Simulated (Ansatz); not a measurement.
In doubt: one-shot GW on d or f shells is unsure (in some of the runs), so the values of those runs are not to be relied on.

System: LuVO4 (I4_1/a).

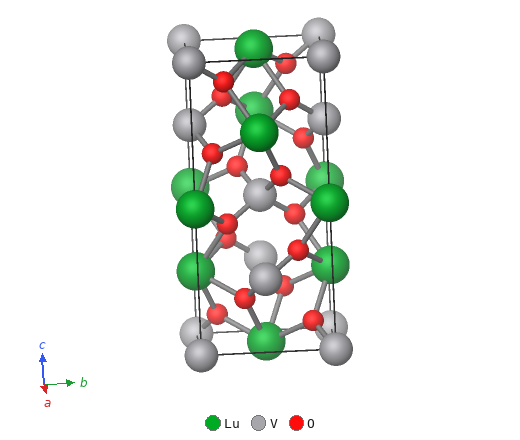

The structure (lutetium green, vanadium grey, oxygen red). Bonds to atoms that aren't drawn are left out. Some periodic images of atoms are drawn too.

```xyz
12
Lattice="-2.4692 2.4692 5.4392 2.4692 -2.4692 5.4392 2.4692 2.4692 -5.4392" Properties=species:S:1:pos:R:3 pbc="T T T"
Lu    0.0000    0.0000    5.4392
Lu    2.4692    0.0000    2.7196
V     0.0000    0.0000    0.0000
V     0.0000    2.4692    2.7196
O     1.2068    1.7158    6.3299
O     0.7534    1.2068    3.6104
O     1.7158    1.2624   -1.8288
O     1.2624    0.7534    0.8908
O     1.2068   -0.7534    7.2680
O     0.7534    3.6760   -0.8908
O     1.7158   -1.2068    4.5484
O     1.2624    3.2227    1.8288
```

The cell is the Materials Project's (PBE, PBE+U or r2SCAN) relaxed one; the ions were relaxed with r2SCAN. Spin-orbit coupling is left out unless a run names it.

Gaps computed with Ansatz 0.2.0 without a self-energy: r2SCAN 2.96 eV, r2SCAN+SOC 2.94 eV and HSE06 4.20 eV.

Estimate the G0W0@r2SCAN gap with 4×4×4 mesh, 2231 empty bands, screening to 380 eV, hard PAW files.

About 4.48 eV: on its mesh the run moves the gap from 2.94 eV by +1.54 eV. Among the scalar-relativistic levels given, HSE06 is nearest (−0.28 eV). Bands and cutoff are finite, so the gap is not at the basis limit. The miss can reach some tenths of an eV and take either sign; the mesh is an error of its own. The runs have no spin polarisation. For a closed low-spin shell that is the natural state; where a d or f shell is open it is a constraint, and the gap is then not the crystal's own. With d states at the gap, one-shot GW leans hard on its start. The many-body steps are scalar-relativistic: spin-orbit coupling is not in them.

[Paths, hosts, dates, memory and timing lines, banners, echoed tables and standing remarks are left out of the program output.]

[Logs are printed without paths, hosts, clocks, repeated set-up lines and the standing remarks that a program may print on its own settings, such as how far it seeks lower states.]

[Runs of the session that timed out or met a known fault of the program may be left out.]

[Cells called generated may have been cut or substituted from an entry of the Crystallography Open Database or the Materials Project.]

[Hosts, paths, dates, database ids (printed as entryN), source tags and the programs' standing remarks are cut or masked in the printed files.]
